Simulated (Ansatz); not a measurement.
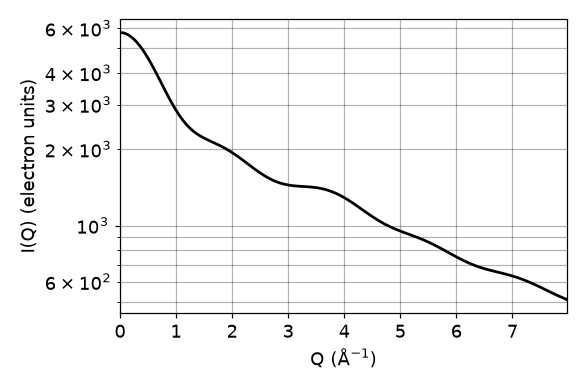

Elastic X-ray scattering of a randomly oriented, rigid molecule, calculated with the Debye equation from neutral-atom form factors (independent atoms, no Compton part, no vibration). The geometry is the end point of an optimisation (Ansatz 0.2.0, RKS BLYP-D4/def2-SVP); it may be a saddle point or a higher isomer. It contains Al, O, Sn, H.

Q: How many electrons does the independent-atom model of the molecule hold?

A: I(0) is the square of the electron number: I(0) = 5770, so about 76 electrons, the count of AlH5OSn.

Q: What radius of gyration does the initial fall-off give?

A: From I(Q) ≈ I(0) exp(−Q²R²/3) at small Q, R ≈ 1.73 Å. It is larger than the electron-weighted radius of the nuclear positions alone (1.60 Å), because each atom's electron cloud adds to it.
